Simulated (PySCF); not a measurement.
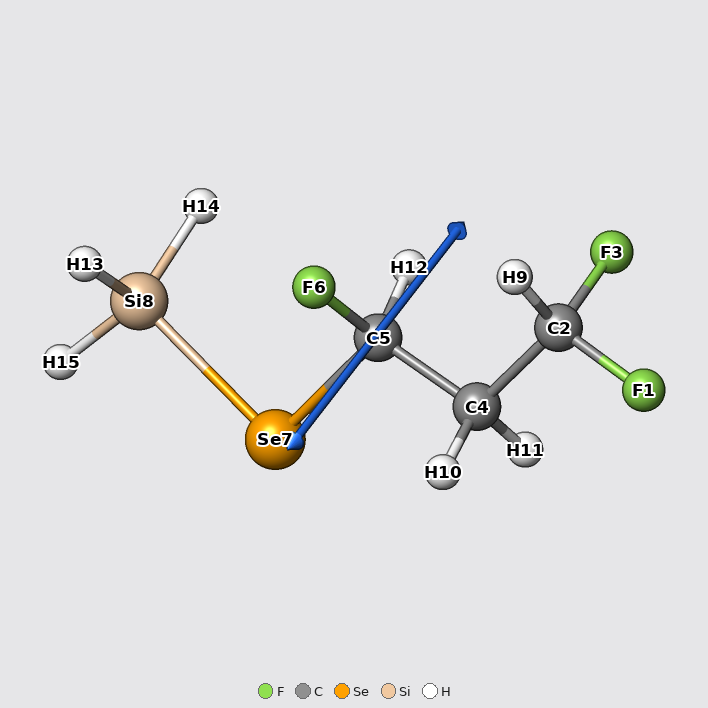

The double arrow shows the direction of the transition dipole to excited singlet state 6 (its length means nothing). Computed geometry: GFN2-xTB optimisation. No frequency run is at hand to confirm it as a minimum. Properties computed with TDDFT B3LYP/def2-SVPD, vertical, gas phase, core orbitals frozen in the response (PySCF 2.14.0).

Give its energy, strength and character.

6.67 eV (186 nm), oscillator strength 0.020, mainly HOMO → LUMO+5 (weight 0.61); transition dipole 0.88 D.

The geometry is semi-empirical. Around Se, Si such bond lengths and angles can be off by a tenth of an ångström or more and by several degrees, and values that hang on the shape move with them.
